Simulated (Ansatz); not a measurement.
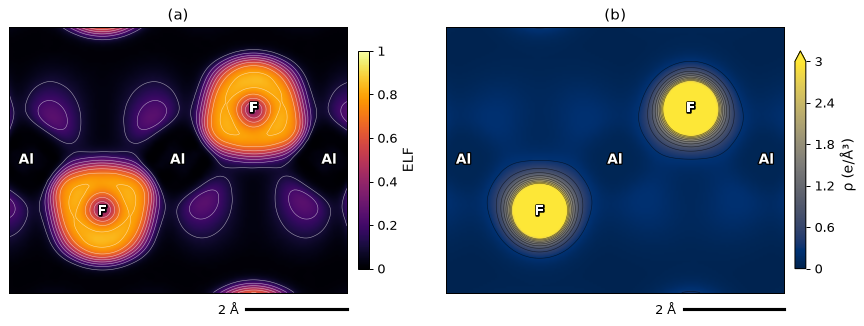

The picture shows: AlN₂F. (a) electron localisation function; (b) valence electron density on the (100) plane of the conventional cell.

Space group Imma; a generated structure, not necessarily the stable one; changed on purpose from its base cell (volume × 0.91, shape and atoms relaxed); computed pressure about 12 GPa in this cell.

Theory: DFT PBE, scalar-relativistic, plane waves, PAW in Ansatz.

In a PAW calculation such maps are meaningful between the atoms, not at the nuclei.

The calculation's input:

```
crystal:
  lattice:
    - [-2.6671476094, 2.9975186458, 2.3046729295]
    - [2.6671476094, -2.9975186458, 2.3046729295]
    - [2.6671476094, 2.9975186458, -2.3046729295]
  atoms:
    - { symbol: Al, position: [0.0, 0.0, 0.0] }
    - { symbol: Al, position: [0.5, 0.0, 0.5] }
    - { symbol: "N", position: [0.8967945185, 0.5, 0.8967945185] }
    - { symbol: "N", position: [0.1032054815, 0.0, 0.6032054815] }
    - { symbol: "N", position: [0.8967945185, 0.0, 0.3967945185] }
    - { symbol: "N", position: [0.1032054815, 0.5, 0.1032054815] }
    - { symbol: F, position: [0.4683876202, 0.2183876202, 0.25] }
    - { symbol: F, position: [0.5316123798, 0.7816123798, 0.75] }
basis:
  ecutwfc: 420
kpoints:
  mp_grid: { grid: [8, 8, 8] }
hamiltonian:
  xc: pbe
scf:
  occupations: { method: gaussian, width: 0.1 }
output:
  forces: true
  stress: true
  eigenvalues: true
  write_density: true
  write_potential: true
  elf: true
  volumetric_format: npy
relax:
  adjacent_minimum: "off"
  f_tol: 0.01
  max_steps: 30
  cell: { stress_tol: 0.1, fix: [volume] }
```

Run with:

```sh
ansatz run input.yaml --threads 1 --pin off --max-ram 2560MiB --backend cpu --events-out ev --progress --plain --runs-dir out
```

Below, planes, directions and counts refer to the conventional cell (a = 5.35 Å, b = 6.02 Å, c = 4.58 Å, α = 90.00°, β = 90.00°, γ = 90.00°).

The fields are those of the run's last geometry, not of the input's.

> What does the map show?

The plane passes through Al and F nuclei.
Al–F (1.82 Å): ρ at the midpoint is about 0.58 e/Å³; the ELF peaks at about 0.80 in the valence shell of F, 0.6 Å from its nucleus, and is about 0.70 at the midpoint.
Between the atoms the lowest density in this plane is 0.02 e/Å³.
